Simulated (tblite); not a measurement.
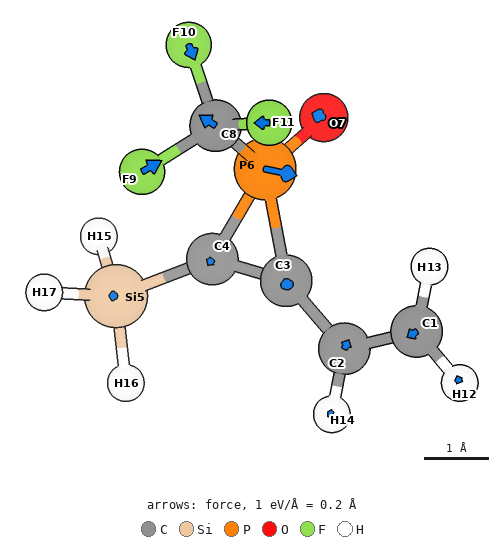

Starting geometry of C$_{5}$H$_{6}$F$_{3}$OPSi with the computed forces as blue arrows. A ball-and-stick model, seen at a tilt.

Computed with tblite 0.8.0, GFN2-xTB geometry optimisation, gas phase. 

What follows when this structure is relaxed?

Answer. It isn't relaxed: the largest force vector, on P6, is 3.62 eV/Å. The final displacements have little in common with the starting forces (cosine between the two patterns 0.25). The atom that moves furthest after the best rigid fit is F9 (0.79 Å). By element the largest moves are F 0.79 Å, H 0.38 Å, O 0.38 Å, C 0.19 Å, P 0.16 Å, Si 0.12 Å. Near-neighbour distances that change, for instance: P6–C8 1.814 → 1.879 Å, C8–F9 1.390 → 1.334 Å, C8–F10 1.377 → 1.333 Å, C2–C3 1.454 → 1.422 Å. Bond angles that change, for instance: C3–P6–O7 113.7° → 132.3°, C4–P6–O7 121.3° → 130.2°, C3–P6–C8 118.4° → 109.8°. Groups turn about P6–C8 by about 25°. After 96 geometry steps the energy has fallen by 0.640 eV.
